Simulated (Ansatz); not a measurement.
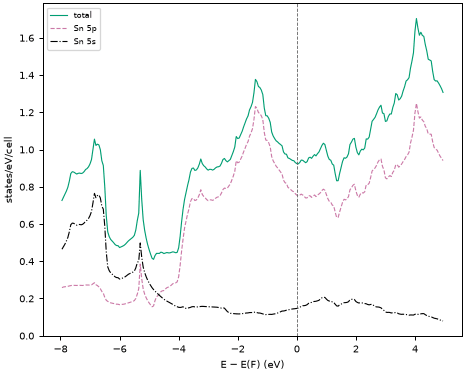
Figure: Total and projected density of states of Sn (β-Sn type, I4_1/amd), PBEsol (plane waves, PAW; program Ansatz)

### Question
Which orbitals carry the states next to the Fermi level?

### Answer
Within 0.5 eV of the Fermi level: Sn 5p 82 %, Sn 5s 16 %. Projections are on Löwdin-orthogonalised atomic valence shells; empty p or d shells of many metals are not among them.

### Question
Where is the tallest occupied peak in this window, and what makes it?

### Answer
Near -1.4 eV, about 1.4 states/eV per cell; the largest projected share is Sn 5p.

The cell was relaxed with PBEsol under the symmetry of its start. Scalar-relativistic: spin–orbit coupling is off unless named, which matters more the heavier the elements.

Potentials: the earlier of the program's two PAW sets. The files were generated under PBE; for other functionals the program regenerates the frozen cores, and for LDA and PBEsol the local potential too.
